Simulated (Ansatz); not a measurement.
Calculation: PBE (plane waves to 420 eV, PAW; Ansatz, an electronic-structure program).

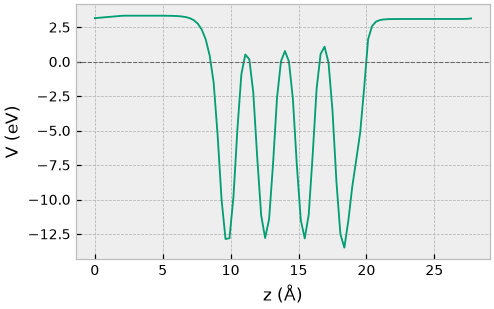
Figure: Electrostatic potential energy of an electron, averaged over planes parallel to the surface, in eV from the Fermi level, for F on the 1x1 (0001) surface of hcp Y, one in a 1x1 cell, started at the site 'hollow Y-Y-Y'

Slab: 5 atoms, 8.4 Å thick at the start under the adsorbate (thin: gaps and levels are the slab's own); k 10x10x1, smearing 0.1 eV, dipole-corrected; 2 atoms held, the rest relaxed; symmetry of the start imposed; no spin, no spin-orbit, no U, no dispersion correction. At the end it is bonded to 3 Y. In PBE it is, or lies within 0.03 eV of, the lowest of the starts that converged.

The vacuum level lies 3.10 eV above the Fermi level over the top face and 3.34 eV above it under the bottom face.
